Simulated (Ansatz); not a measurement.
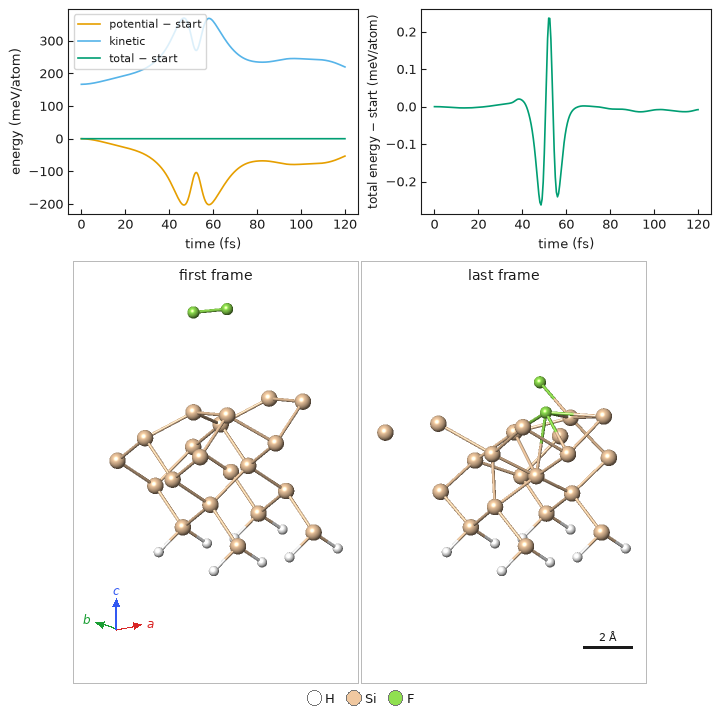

First-principles dynamics of F2 on Si(100)-2x1, underside capped with H (30 atoms in the cell), 120 fs long. A ball-and-stick model of the simulation cell, with the vacuum cut short, seen from a free direction. Bonds to atoms that aren't drawn are left out.

Level of theory: DFT PBE-D3(BJ), scalar-relativistic, plane waves, PAW (Ansatz). Settings: plane-wave cutoff 420 eV; k-point mesh 1 × 1 × 1; Fermi-Dirac smearing 0.05 eV; 12 atoms held fixed; constant energy (NVE); time step 0.5 fs; at the start 2 atoms move with typed velocities and the others are at rest.

Is this trajectory numerically sound?

Answer. The total energy stays between −0.26 and 0.24 meV per atom of its start. A straight-line fit has a slope that amounts to −0.0049 meV per atom over 120 fs (under 0.1 % of the mean kinetic energy), and the ripple about it is 0.1 % of the kinetic energy's fluctuation. With a drift under 2 % and a ripple under 7 %, the integration is accurate. The mean temperature in the second half is 3255 K (standard deviation 386 K). It is well above the start because potential energy is released as heat. The potential energy in the second half lies on average 85.8 meV per atom below the first frame.

Limits of the set-up: the periodic images lie only 7.7 Å apart, so the values are limited by the cell's size.

PAW datasets: the set soft_1.
